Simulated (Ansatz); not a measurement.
```
atom    x (Å)    y (Å)    z (Å)
  Si  -0.4912   0.4686  -0.2136
   H   0.8403   0.5786   0.5225
   H  -0.3491  -1.0472  -0.3089
```

Geometry: PBE0-D4/def2-TZVP.

Level of theory: Ansatz 0.2.0, RKS PBE0-D4/def2-TZVPP.

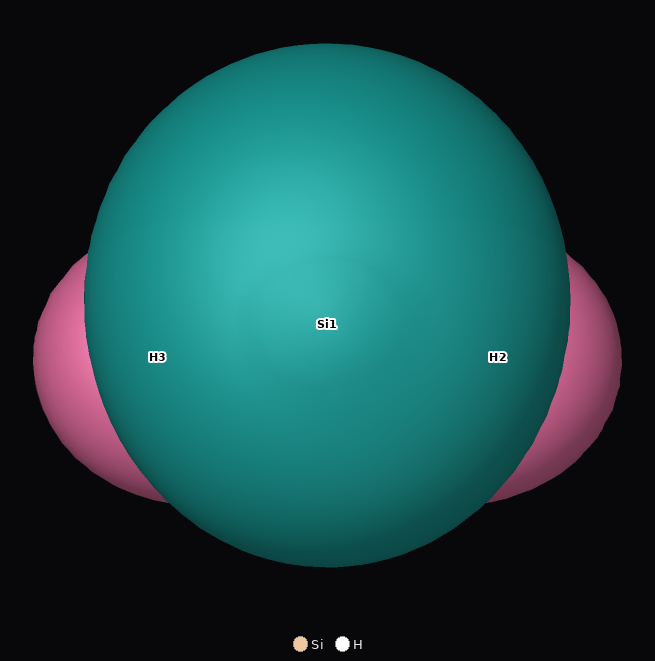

H₂Si. The HOMO at ±0.1 Å⁻³ᐟ² (teal and pink are the two phases), seen from one side.

### Where does this orbital lie, and at what energy?

Its weight (Hirshfeld) is mainly on Si1 (about 80 %), H2 (about 10 %) and H3 (about 10 %); it is symmetric in the molecular plane (an in-plane orbital: σ, lone-pair or in-plane π type). Its energy is −6.87 eV.
